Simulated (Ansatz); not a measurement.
## Ta2C monolayer: the cell at rest

Task: relax Ta2C monolayer tightly.

Main program and level: Ansatz 0.2.0; DFT PBEsol, scalar-relativistic, plane waves, PAW.

**1. The starting structure**

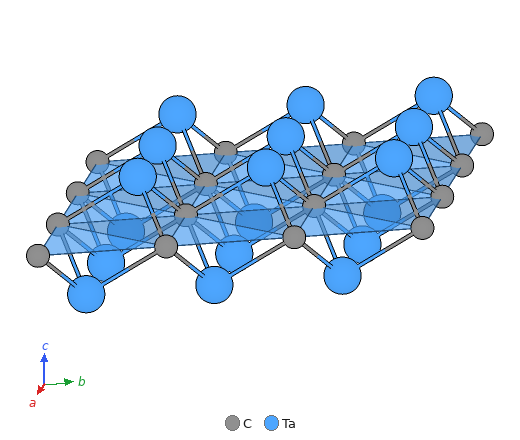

Start, viewed slightly off an axis; carbon grey, tantalum blue. 3×3×1 cells are drawn. Some periodic images of atoms are drawn too.

The cell holds 3 atoms: 1 C and 2 Ta. Cell: a = 3.100 Å, b = 3.100 Å, c = 20.000 Å, α = 90.0°, β = 90.0°, γ = 120.0°. Vacuum lies along c.

Coordinates:

```cif
data_structure
_symmetry_space_group_name_H-M 'P 1'
_symmetry_Int_Tables_number 1
_cell_length_a 3.1000
_cell_length_b 3.1000
_cell_length_c 20.0000
_cell_angle_alpha 90.000
_cell_angle_beta 90.000
_cell_angle_gamma 120.000
_cell_volume 166.45
loop_
_atom_site_label
_atom_site_type_symbol
_atom_site_fract_x
_atom_site_fract_y
_atom_site_fract_z
_atom_site_occupancy
C1 C 0.00000 0.00000 0.50000 1
Ta2 Ta 0.33333 0.66667 0.56000 1
Ta3 Ta 0.66667 0.33333 0.44000 1
```

**2. Probe on a coarse mesh**

First a cheap look: the gap decides the mesh and the occupations, the pressure tells how far the cell has to move.

The program solves this slab on a cell height of its own, 28.6 Å, in place of the one typed.

input.yaml reads:

```yaml
crystal:
  lattice:
    - [3.1, 0.0, 0.0]
    - [-1.55, 2.68468, 0.0]
    - [0.0, 0.0, 20.0]
  atoms:
    - { symbol: C, position: [0.0, 0.0, 0.5] }
    - { symbol: Ta, position: [0.333333, 0.666667, 0.56] }
    - { symbol: Ta, position: [0.666667, 0.333333, 0.44] }
  periodic: [true, true, false]
kpoints:
  mp_grid: { grid: [6, 6, 1] }
hamiltonian:
  xc: pbesol
scf:
  occupations: { method: gaussian, width: 0.1 }
output:
  forces: true
  stress: true
  eigenvalues: true
```

Launch:

```sh
ansatz run input.yaml --threads 8 --pin off --max-ram 14336MiB --backend cpu --events-out ev --progress --plain --runs-dir out
```

Numbers of over 12 decimals in the logs are rounded to 6 here.

What it wrote:

```text
[...]
--- Band table (eV; the first three rows and the last of 7) ---
  k-point 0: bands = [... 11 lower, -8.9234, -6.3613, -5.5512, -5.2610, -4.8086, -4.8086, -2.9320, -2.9320]
  k-point 1: bands = [... 11 lower, -8.8208, -6.2413, -6.0642, -5.5078, -4.6051, -4.2057, -3.3985, -2.9562]
  k-point 2: bands = [... 11 lower, -8.8373, -7.5001, -5.8211, -5.3027, -3.2961, -2.8486, -2.7998, -1.5723]
  k-point 6: bands = [... 11 lower, -8.8616, -5.7034, -5.5772, -5.5772, -4.1178, -2.3251, -2.3251, -1.2016]
[key lines of the parts left out:]
SCF converged after 7 iterations
Free energy (F): -19858.572569 eV
Fermi energy:    -4.750222 eV
P = ½ c Tr σ = -4.3944 N/m
```

Elapsed: 1 s, on 8 threads of Arm Neoverse V2, shared host; peak memory 0.51 GiB.

Numbers from this step:

| Item | Value |
| --- | --- |
| gap on the k-mesh | 0 eV |
| area per atom | 2.774 Å² |

The coarse mesh shows no gap.

**3. Relaxation**

Harmonic phonons are second derivatives at a point where the forces vanish, and they are wanted at zero stress, so atoms and cell are relaxed first.

The program solves this slab on a cell height of its own, 28.6 Å, in place of the one typed.

input.yaml, the sections that differ from step 2:

```yaml
kpoints:
  mp_grid: { grid: [15, 15, 1] }
output:
  forces: true
  stress: true
  eigenvalues: true
  write_density: true
  write_potential: true
  elf: true
  volumetric_format: npy
relax:
  adjacent_minimum: "off"
  f_tol: 0.005
  max_steps: 80
  cell: { stress_2d_tol: 0.02 }
# crystal, hamiltonian, scf: as in step 2
```

What it wrote:

```text
[...]
Crystal: 3 atoms, lattice volume = 238.024 Å³
Basis set: ecut = 420 eV, 4631 PW (Γ), exchange–correlation on 48×48×384 points (8 copies of the dense FFT grid, shifted against one another)
Bands: 19, of which v1, the nominal top of the filled ones, is band 15 counted from 1 (14 counted from 0)
Symmetry: 12 space group operations
[...]
k-points: 27 of 225
[...]
SCF iter   1: F=—  HF=-19858.597110 eV  |F-HF|=—  |Δ(HF+E_count)|=         —  Δρ=4.78e-3  dr2=5.30e-2  ethr=1.77e-3  ⟨swp⟩=11.3  Hψ=4048  notcnv=0
[...]
SCF iter   7: F=-19858.586295 eV  HF=-19858.586295 eV  |F-HF|=6.00e-8  |Δ(HF+E_count)|=   1.04e-7  Δρ=3.90e-6  dr2=4.30e-8  ethr=3.33e-10  ⟨swp⟩=20.0  Hψ=6844  notcnv=0
SCF 1 converged in 7 iterations: F = -19858.586295 eV  dr2 = 4.30e-8
[...]
relax step   1: F+E_penalty+E_count = -19858.58629471 eV  Δ(F+E_penalty+E_count) = +0.000e0 eV  max|allowed force component| = 2.672e-1 eV/Å  Δτ_max = 0.0000 Å  P = -4.603 N/m  Ω = 238.024 Å³  fix = [c, alpha, beta]  reactions: c +0.000 N/m  (7 SCF iters, dr2 threshold 1.00e-7 eV, accepted)
Crystal: 3 atoms, lattice volume = 226.121 Å³
Basis set: ecut = 420 eV, 4355 PW (Γ), exchange–correlation on 48×48×384 points (8 copies of the dense FFT grid, shifted against one another)
[...]
iter 1 solved again at ethr=9.06e-5 eV; its pass at ethr=3.10e-3 eV (dr2=2.72e-2 eV) is discarded
[...]
SCF iter   7: F=-19858.594306 eV  HF=-19858.594305 eV  |F-HF|=1.86e-7  |Δ(HF+E_count)|=   5.26e-7  Δρ=3.43e-6  dr2=3.46e-8  ethr=1.00e-9  ⟨swp⟩=23.5  Hψ=6656  notcnv=0
SCF 2 converged in 7 iterations: F = -19858.594306 eV  dr2 = 3.46e-8
relax step   2: F+E_penalty+E_count = -19858.59430557 eV  Δ(F+E_penalty+E_count) = -8.011e-3 eV  max|allowed force component| = 2.456e-1 eV/Å  Δτ_max = 0.0257 Å  P = +3.539 N/m  Ω = 226.121 Å³  energy of the carried Pulay correction = +2.425e-3 eV  fix = [c, alpha, beta]  reactions: c +0.000 N/m  (7 SCF iters, dr2 threshold 3.00e-7 eV, accepted)
Crystal: 3 atoms, lattice volume = 231.941 Å³
Basis set: ecut = 420 eV, 4499 PW (Γ), exchange–correlation on 48×48×384 points (8 copies of the dense FFT grid, shifted against one another)
[...]
SCF iter   6: F=-19858.619161 eV  HF=-19858.619161 eV  |F-HF|=1.66e-7  |Δ(HF+E_count)|=   1.07e-7  Δρ=7.48e-6  dr2=2.73e-7  ethr=1.00e-9  ⟨swp⟩=24.8  Hψ=6934  notcnv=0
SCF 3 converged in 6 iterations: F = -19858.619161 eV  dr2 = 2.73e-7
relax step   3: F+E_penalty+E_count = -19858.61916077 eV  Δ(F+E_penalty+E_count) = -2.486e-2 eV  max|allowed force component| = 2.824e-2 eV/Å  Δτ_max = 0.0210 Å  P = -0.264 N/m  Ω = 231.941 Å³  energy of the carried Pulay correction = +1.224e-3 eV  fix = [c, alpha, beta]  reactions: c -0.000 N/m  (6 SCF iters, dr2 threshold 3.00e-7 eV, accepted)
[...]
relax step   4: F+E_penalty+E_count = -19858.61931139 eV  Δ(F+E_penalty+E_count) = -1.506e-4 eV  max|allowed force component| = 5.956e-3 eV/Å  Δτ_max = 0.0002 Å  P = -0.029 N/m  Ω = 231.665 Å³  energy of the carried Pulay correction = +1.280e-3 eV  fix = [c, alpha, beta]  reactions: c -0.000 N/m  (4 SCF iters, dr2 threshold 1.13e-7 eV, accepted)
[...]
relax step   5: F+E_penalty+E_count = -19858.61931797 eV  Δ(F+E_penalty+E_count) = -6.576e-6 eV  max|allowed force component| = 1.700e-4 eV/Å  Δτ_max = 0.0002 Å  P = -0.001 N/m  Ω = 231.642 Å³  energy of the carried Pulay correction = +1.285e-3 eV  fix = [c, alpha, beta]  reactions: c -0.000 N/m  (5 SCF iters, dr2 threshold 2.22e-9 eV, accepted)
[...]
relax step   6: F+E_penalty+E_count = -19858.61820310 eV  Δ(F+E_penalty+E_count) = +1.115e-3 eV  max|allowed force component| = 2.931e-4 eV/Å  Δτ_max = 0.0000 Å  P = -0.025 N/m  Ω = 231.642 Å³  fix = [c, alpha, beta]  reactions: c -0.000 N/m  stress off target by 2.54e-2 N/m on what of the cell is left free  SCF on the basis re-selected at this cell (its energy is not comparable with the rows above)  (6 SCF iters)
[...]
relax step   7: F+E_penalty+E_count = -19858.61821180 eV  Δ(F+E_penalty+E_count) = -8.695e-6 eV  max|allowed force component| = 6.153e-5 eV/Å  Δτ_max = 0.0001 Å  P = -0.000 N/m  Ω = 231.605 Å³  energy of the carried Pulay correction = +7.622e-6 eV  fix = [c, alpha, beta]  reactions: c -0.000 N/m  (4 SCF iters, dr2 threshold 1.05e-9 eV, accepted)
[...]
SCF iter   1: F=—  HF=-19858.618086 eV  |F-HF|=—  |Δ(HF+E_count)|=         —  Δρ=6.46e-7  dr2=1.11e-9  ethr=1.82e-7  ⟨swp⟩=7.6  Hψ=6859  notcnv=0
eigensolver tolerance schedule: the retry pair's looser diagonalisation over-reported the residual by 49443.52 of it (diagonalisation noise at an unbounded share of the residual, at the tolerance the schedule requests for it); recorded, not acted on — ethr = c·dr2/N_el stays at c = 1.0e-1
[...]
SCF iter   2: F=—  HF=-19858.618211 eV  |F-HF|=—  |Δ(HF+E_count)|=   1.25e-4  Δρ=7.27e-7  dr2=1.20e-9  ethr=3.69e-12  ⟨swp⟩=7.9  Hψ=2576  notcnv=0
[...]
SCF iter   5: F=-19858.618211 eV  HF=-19858.618211 eV  |F-HF|=2.18e-11  |Δ(HF+E_count)|=  5.82e-11  Δρ=1.75e-8  dr2=6.40e-13  ethr=1.00e-12  ⟨swp⟩=15.7  Hψ=4786  notcnv=0
SCF 8 converged in 5 iterations: F = -19858.618211 eV  dr2 = 6.40e-13
relax step   8: F+E_penalty+E_count = -19858.61821091 eV  Δ(F+E_penalty+E_count) = +8.857e-7 eV  max|allowed force component| = 7.677e-5 eV/Å  Δτ_max = 0.0000 Å  P = -0.001 N/m  Ω = 231.605 Å³  fix = [c, alpha, beta]  reactions: c -0.000 N/m  stress off target by 5.13e-4 N/m on what of the cell is left free  SCF on the basis re-selected at this cell (its energy is not comparable with the rows above)  (5 SCF iters)
[...]
SCF converged after 5 iterations
Free energy (F): -19858.618211 eV
[...]
Internal energy: -19858.608040 eV  (E = F + TS)
E sigma→0 (E₀):  -19858.613125 eV
Entropy (-TS):   -0.010171 eV (-3.390 meV/atom)
Fermi energy:    -4.858823 eV
[...]
--- Forces (eV/Å), atoms counted from 1 ---
  atom   1  C      0.00000000    -0.00000000     0.00000000
  atom   2  Ta    -0.00000000    -0.00000000    -0.00007677
  atom   3  Ta     0.00000000     0.00000000     0.00007677
  max |Σ_I F_I| component: 4.63e-17 eV/Å
--- 2D stress c σ (N/m, compression-positive) ---
       -0.000513       0.000000       0.000000
        0.000000      -0.000513       0.000000
        0.000000       0.000000      -0.000000
  P = ½ c Tr σ = -0.0005 N/m
--- Band table (eV; the first three rows and the last of 27) ---
  k-point 0: bands = [... 11 lower, -9.1264, -6.6054, -5.6756, -5.4585, -4.9378, -4.9378, -2.9974, -2.9974]
  k-point 1: bands = [... 11 lower, -9.1021, -6.5336, -5.7932, -5.3355, -5.0930, -4.8248, -3.2392, -3.0768]
  k-point 2: bands = [... 11 lower, -9.0478, -6.4442, -6.0794, -5.5247, -4.9790, -4.5049, -3.4642, -3.1238]
  k-point 26: bands = [... 11 lower, -9.1382, -5.8526, -5.7210, -5.7210, -4.3170, -2.3182, -2.3182, -1.2608]
--- Relaxed structure (6 steps of the walk, 6 accepted, 2 SCFs on fresh bases) ---
  F+E_penalty+E_count = -19858.61821091 eV   max|allowed force component| = 7.677e-5 eV/Å   (the final SCF, on the basis selected at the relaxed cell)
  cell:  # Å, volume = 231.6046 Å³
    - [3.057914, 0.0, 0]
    - [-1.528957, 2.648231, 0]
    - [0, 0, 28.6]
  atoms:
    - { symbol: C, position: [0, 0, 0.349650] }
    - { symbol: Ta, position: [0.333333, 0.666667, 0.391762] }
    - { symbol: Ta, position: [0.666667, 0.333333, 0.307538] }
```

It took 9.9 s on 8 threads; peak memory 0.72 GiB; 70 s of CPU time.

The steps of the relaxation:

```csv
step,energy less that of the first step (eV),largest force component (eV/Å),volume (Å³)
1,0.0000,0.2672,238.02
2,-0.0080,0.2456,226.12
3,-0.0329,0.0282,231.94
4,-0.0330,0.0060,231.67
5,-0.0330,0.0002,231.64
6*,-0.0319,0.0003,231.64
7,-0.0319,0.0001,231.60
8*,-0.0319,0.0001,231.60
```

Relaxation steps marked * repeat the geometry before them on a plane-wave basis chosen anew for their cell, so energy and pressure can jump there.

The run keeps the 12 symmetry operations that it works with, so distortions that break them were not tested.

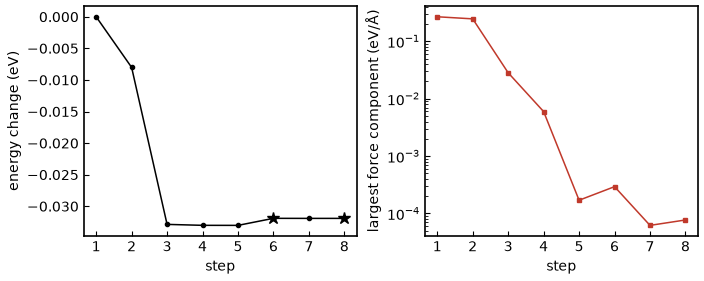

Energy and largest force along the relaxation. Stars mark steps on a basis chosen anew.

```csv
cell as run,before,after,change
a (Å),3.100,3.058,-1.4 %
b (Å),3.100,3.058,-1.4 %
```

Final coordinates:

```xyz
3
Lattice="3.0579 0.0000 0.0000 -1.5290 2.6482 0.0000 0.0000 0.0000 28.6000" Properties=species:S:1:pos:R:3
C     0.0000    0.0000   10.0000
Ta    0.0000    1.7655   11.2044
Ta    1.5290    0.8827    8.7956
```

Numbers from this step:

```
area per atom : 2.699 Å²
```

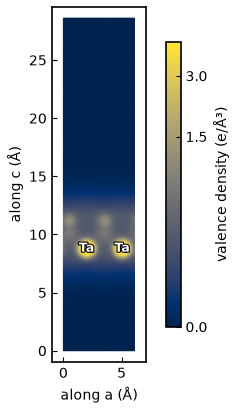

Valence density in the ac plane at fractional y = 0.333, with atoms of Ta within 0.2 Å of it. It is the smooth field of the valence electrons, not physical close to the nuclei. The colour scale is stretched toward low values.

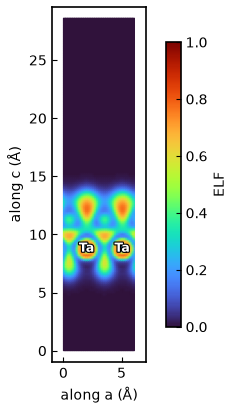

ELF in the ac plane at fractional y = 0.333, with atoms of Ta within 0.2 Å of it. It is the smooth field of the valence electrons, not physical close to the nuclei.

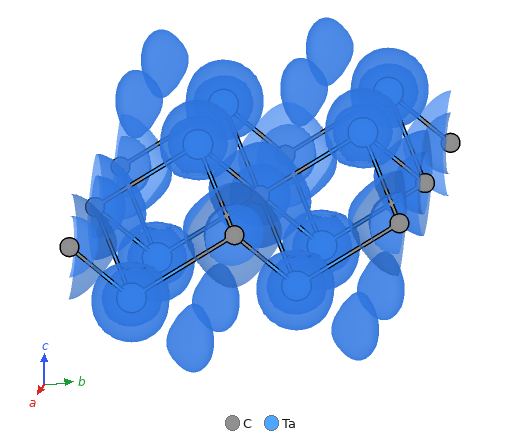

Surface of ELF = 0.7. 2×2×1 cells are drawn.

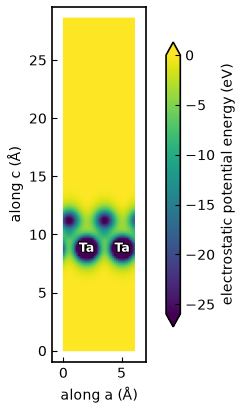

Electrostatic potential energy in the ac plane at fractional y = 0.333, with atoms of Ta within 0.2 Å of it. With pseudopotentials it is smooth inside the atoms' cores, unlike the true potential.

The cell shrank by 1.4 % in its periodic edges.

**4. Tight relaxation**

Phonons need a cell at rest on their own settings, so the relaxation is repeated with tight tolerances on forces and stress, using the mesh and the filling of the phonon run that follows.

input.yaml, the sections that differ from step 3:

```yaml
crystal:
  lattice:
    - [3.057913634, 0.0, 0.0]
    - [-1.528956817, 2.6482308896, 0.0]
    - [0.0, 0.0, 28.6]
  atoms:
    - { symbol: C, position: [0.0, 0.0, 0.3496503497] }
    - { symbol: Ta, position: [0.3333333333, 0.6666666667, 0.3917623776] }
    - { symbol: Ta, position: [0.6666666667, 0.3333333333, 0.3075383217] }
  periodic: [true, true, false]
kpoints:
  mp_grid: { grid: [18, 18, 1] }
scf:
  occupations: { method: methfessel_paxton, width: 0.15 }
relax:
  adjacent_minimum: "off"
  f_tol: 0.001
  max_steps: 60
  cell: { stress_2d_tol: 0.002 }
# hamiltonian, output: as in step 3
```

What it wrote:

```text
[...]
Crystal: 3 atoms, lattice volume = 231.605 Å³
Basis set: ecut = 420 eV, 4499 PW (Γ), exchange–correlation on 48×48×384 points (8 copies of the dense FFT grid, shifted against one another)
Bands: 19, of which v1, the nominal top of the filled ones, is band 15 counted from 1 (14 counted from 0)
[... 1 set-up line as in the run before ...]
[...]
k-points: 37 of 324
[...]
k-point 36: bands = [... 11 lower, -9.1422, -5.8578, -5.7258, -5.7258, -4.3212, -2.3202, -2.3202, -1.2626]
--- Relaxed structure (5 steps of the walk, 5 accepted, 1 SCFs on fresh bases) ---
[...]
cell:  # Å, volume = 231.5552 Å³
    - [3.057588, 0.0, 0]
    - [-1.528794, 2.647949, 0]
    - [0, 0, 28.6]
  atoms:
    - { symbol: C, position: [0, 0, 0.349650] }
    - { symbol: Ta, position: [0.333333, 0.666667, 0.391755] }
    - { symbol: Ta, position: [0.666667, 0.333333, 0.307546] }
[key lines of the parts left out:]
SCF converged after 7 iterations
Free energy (F): -19858.614236 eV
Fermi energy:    -4.869300 eV
P = ½ c Tr σ = -0.0003 N/m
```

Elapsed: 9.1 s, on 8 threads; peak memory 0.72 GiB.

Little changed from the start: no atom moved by 0.005 Å and no cell edge by 0.1 %.

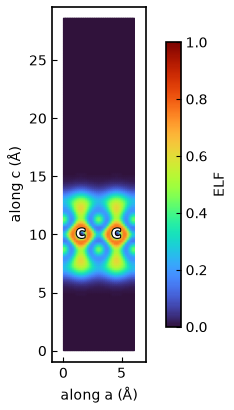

ELF in the ac plane at fractional y = 0.000, with atoms of C within 0.2 Å of it. It is the smooth field of the valence electrons, not physical close to the nuclei. The map starts off the cell's origin, so that atoms lie inside it.

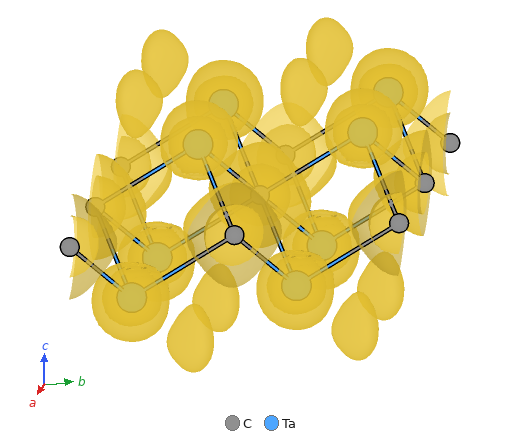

Surface of ELF = 0.7. 2×2×1 cells are drawn.

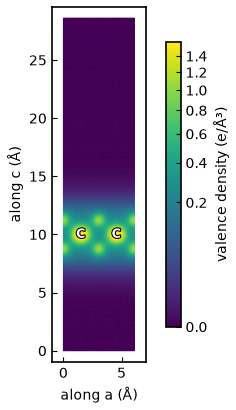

Valence density in the ac plane at fractional y = 0.000, with atoms of C within 0.2 Å of it. It is the smooth field of the valence electrons, not physical close to the nuclei. The map starts off the cell's origin, so that atoms lie inside it. The colour scale is stretched toward low values.

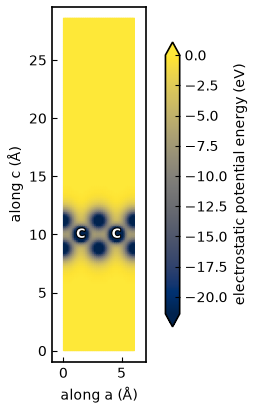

Electrostatic potential energy in the ac plane at fractional y = 0.000, with atoms of C within 0.2 Å of it. With pseudopotentials it is smooth inside the atoms' cores, unlike the true potential. The map starts off the cell's origin, so that atoms lie inside it.

The largest force component left is 0.0016 meV/Å, within the tolerances set.

**5. Results**

* space group after relaxation (within 0.01 Å): P-3m1
* lattice constant a: 3.058 Å
* lattice constant b: 3.058 Å
* area per atom: 2.70 Å²

The largest force component left is 0.0016 meV/Å, within the tolerances set. The relaxation keeps the symmetry of its start, so it says nothing on stability against lower symmetry. Spin-orbit coupling is left out, which can matter for the heavy elements here. The starting cell was built on a prototype and not taken from a measurement.

[Logs are printed without paths, hosts, clocks, repeated set-up lines and the standing remarks that a program may print on its own settings, such as how far it seeks lower states.]

[Hosts, paths, dates, database ids (printed as entryN), source tags and the programs' standing remarks are cut or masked in the printed files.]
